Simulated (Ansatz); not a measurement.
**What a change does: single-point calculation on Si₂H₅Br**

System: Si₂H₅Br, SMILES [SiH3][SiH2]Br.
Method of run 1: RKS SPW92/def2-TZVPP (Ansatz 0.2.0).

The geometry comes from this level: PBE0-D4/def2-TZVP. Text and figures count atoms from 1; the logs count them from 0 in places.

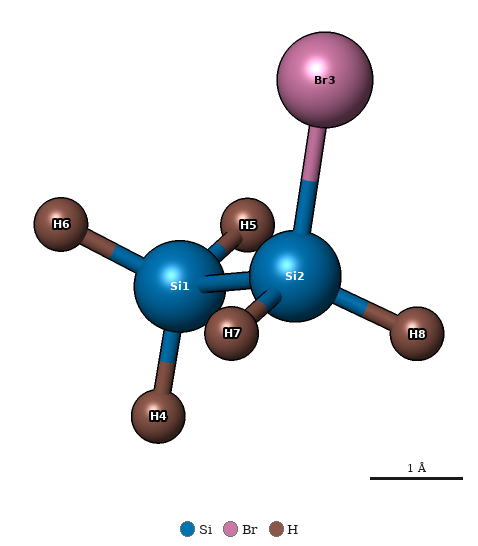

Fig. 1: The structure as given in the input (ball-and-stick view, seen at a tilt; atoms are numbered from 1 in the order of the input).

The input, run 1:
```yaml
crystal:
  periodic: [false, false, false]
  atoms:
    - {symbol: Si, position_ang: [-0.689978, 0.902717, -0.398418]}
    - {symbol: Si, position_ang: [0.515824, -0.969414, 0.308822]}
    - {symbol: Br, position_ang: [2.500829, -0.280190, 1.059213]}
    - {symbol: H, position_ang: [-2.023513, 0.479592, -0.905718]}
    - {symbol: H, position_ang: [0.056167, 1.586166, -1.486038]}
    - {symbol: H, position_ang: [-0.870854, 1.834043, 0.744640]}
    - {symbol: H, position_ang: [-0.159838, -1.684177, 1.420867]}
    - {symbol: H, position_ang: [0.763463, -1.925937, -0.799269]}
basis:
  gaussian: {orbitals: def2-TZVPP}
hamiltonian: {xc: lda}
output: {orbitals: {seedname: orbitals}}
```

Hardware: 2 CPU threads, shared host.

Output (run 1):
```
Functional definition: SPW92
  exchange = slater_x
  correlation = pw_c
1247 factors; their error is unknown
mean field evaluation 1: about -85721.6285 eV, gradient 2.3e1 eV
mean field evaluation 2: about -85722.0696 eV, gradient 2.0e1 eV
mean field evaluation 4: about -85723.2630 eV, gradient 1.5e0 eV
mean field evaluation 8: about -85723.2648 eV, gradient 8.7e-2 eV
mean field evaluation 16: about -85723.2108 eV, gradient 1.9e-5 eV
mean field -85723.21081210 eV, -3150.2698920655 hartree, gradient 1.9e-5 eV, S^2 0.000000; 0 other end points of the search recorded, 0 dependent functions left out
reference -85723.21085255 eV, -3150.2698935518 hartree; 34, 34 occupied and 168, 168 virtual orbitals, 1247 factors
Total energy: -85723.21085255 eV, -3150.2698935518 hartree
```

For run 2 the input was changed thus:
```diff
-hamiltonian: {xc: lda}
+hamiltonian: {xc: pbe0, dispersion: d4}
```

What does this change do to the results?

The total energies belong to different models, so their difference says nothing on which is more stable or more accurate. The HOMO goes from −6.93 to −8.00 eV. The LUMO goes from −1.84 to −0.76 eV.

Output (run 2):
```
Functional definition: PBE0
  parameter a = 0.25
  parameter kappa = 0.804
  parameter beta = 0.06672455060314922
  exchange = (1 - a)*pbe_x(kappa = kappa, mu = beta*pi^2/3) + a*exact_x
  correlation = pbe_c(beta = beta)
1290 factors; their error is unknown
mean field evaluation 1: about -85868.8471 eV, gradient 1.2e1 eV
mean field evaluation 2: about -85869.1839 eV, gradient 5.5e0 eV
mean field evaluation 4: about -85869.2717 eV, gradient 5.9e-1 eV
mean field evaluation 8: about -85869.7349 eV, gradient 6.8e-2 eV
mean field -85869.73487169 eV, -3155.6545519379 hartree, gradient 3.7e-5 eV, S^2 0.000000; 0 other end points of the search recorded, 0 dependent functions left out
reference -85869.73490431 eV, -3155.6545531367 hartree; 34, 34 occupied and 168, 168 virtual orbitals, 1290 factors
Total energy: -85869.89244153 eV, -3155.6603425228 hartree
```

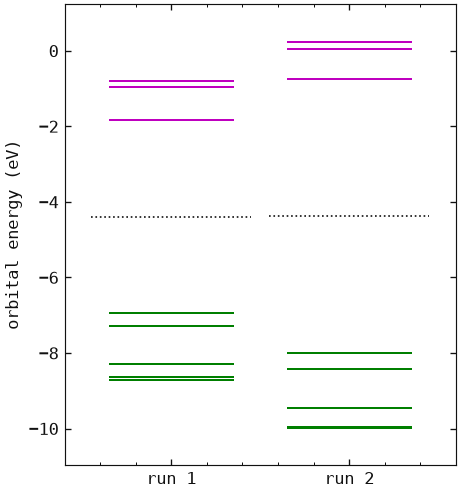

Fig. 2: The five highest filled and three lowest empty orbital energies of the two runs; the dotted lines part filled from empty levels. The HOMO–LUMO gap is 5.09 eV in run 1 and 7.24 eV in run 2.

The two runs side by side:

| quantity | run 1 | run 2 |
| --- | --- | --- |
| outcome | converged | converged |
| total energy (hartree) | −3150.269894 | −3155.660343 |
| HOMO (eV) | −6.93 | −8.00 |
| LUMO (eV) | −1.84 | −0.76 |
| basis functions | 202 | 202 |
| wall time (shared host) | 1.7 s | 3.9 s |
